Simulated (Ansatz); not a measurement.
**BrFGe (SMILES [F][Ge][Br]): density, localisation and related maps**

Input

```
crystal:
  periodic: [false, false, false]
  atoms:
    - {symbol: F, position_ang: [-0.740074, 1.253225, -0.277336]}
    - {symbol: Ge, position_ang: [-0.658657, -0.488357, -0.410040]}
    - {symbol: Br, position_ang: [1.387730, -0.829667, 0.674176]}
basis:
  gaussian: {orbitals: def2-TZVPP}
hamiltonian: {xc: pbe0, dispersion: d4}
output: {orbitals: {seedname: orbitals}}
```

Run with:

```sh
ansatz run in.yaml --threads 4 --pin off --events-out ev --progress --plain --max-ram 10444MiB
```

Geometry: PBE0-D4/def2-TZVP.

The calculation used Ansatz 0.2.0, RKS PBE0-D4/def2-TZVPP.

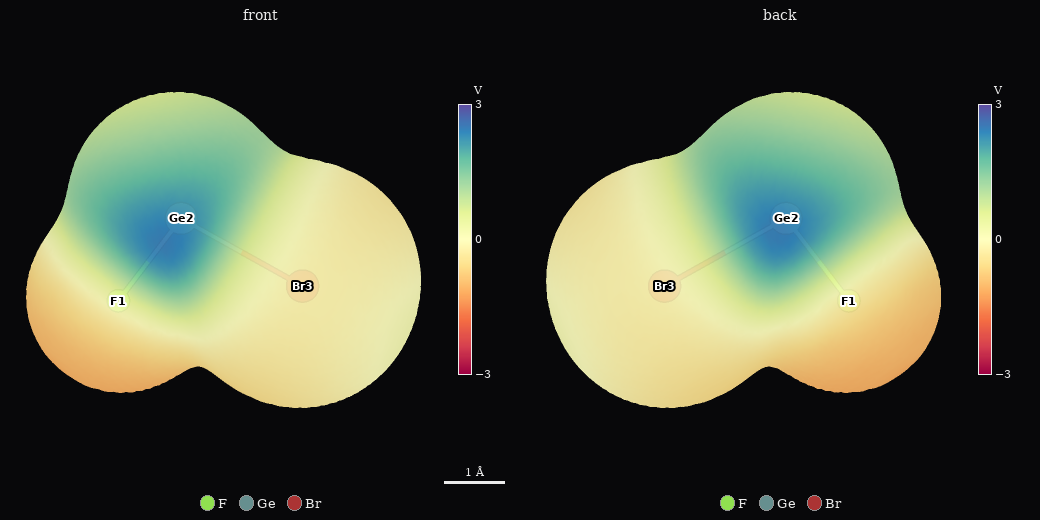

Figure 1. The molecular electrostatic potential painted on the density surface at 0.002 e/bohr³, seen from the front and from behind; red is negative and blue positive.

### Describe the electrostatic potential map.

The most negative region (about −1.1 V, or −25 kcal/mol for a unit charge) lies over F1, the most positive (about +2.4 V, or +55 kcal/mol for a unit charge) over Ge2.

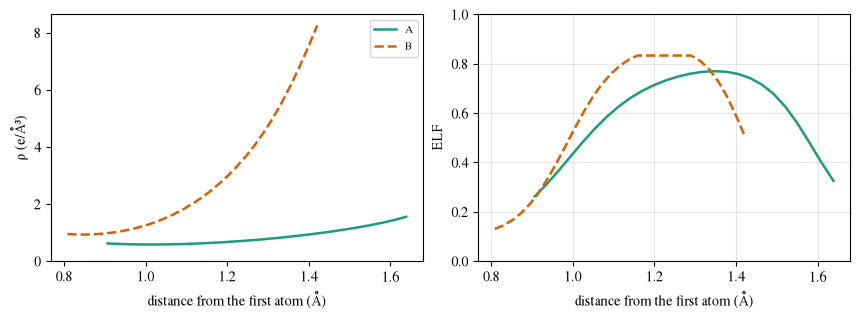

Figure 2. Electron density and electron localisation function along straight lines between neighbouring atoms. The curves leave out the atomic cores.

### Which curve belongs to which contact (Ge–Br and Ge–F)? The first atom named is at distance zero.

Curve A: Ge–Br (2.34 Å): ρ is about 0.65 e/Å³ halfway; the ELF peaks at about 0.75 in the valence shell of Br, 1.0 Å from its nucleus, and is about 0.70 at the midpoint. Curve B: Ge–F (1.75 Å): the density is about 0.94 e/Å³ at the midpoint; the ELF peaks at about 0.85 in the valence shell of F, 0.6 Å from its nucleus, and is about 0.20 at the midpoint.

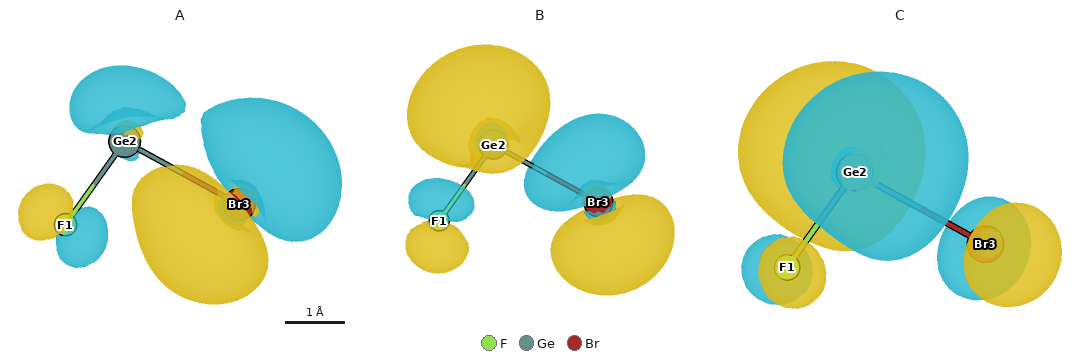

Figure 3. Three frontier orbitals at ±0.1 Å⁻³ᐟ² (yellow and cyan are the two phases), in no order.

### Which picture is the HOMO−1, the HOMO and the LUMO?

A is the HOMO−1 (−8.74 eV). Its weight (Hirshfeld) is mainly on Br3 (about 80 %) and Ge2 (about 15 %); it is symmetric in the molecular plane (an in-plane orbital: σ, lone-pair or in-plane π type); largely a lone pair of Br3. B is the HOMO (−8.19 eV). Its weight (Hirshfeld) is mainly on Br3 (about 45 %), Ge2 (about 45 %) and F1 (about 10 %); it is symmetric in the molecular plane (an in-plane orbital: σ, lone-pair or in-plane π type). C is the LUMO (−2.93 eV). Its weight (Hirshfeld) is mainly on Ge2 (about 80 %), Br3 (about 10 %) and F1 (about 5 %); it changes sign across the molecular plane (π type).

### What is the HOMO–LUMO gap?

5.26 eV between the orbital energies.
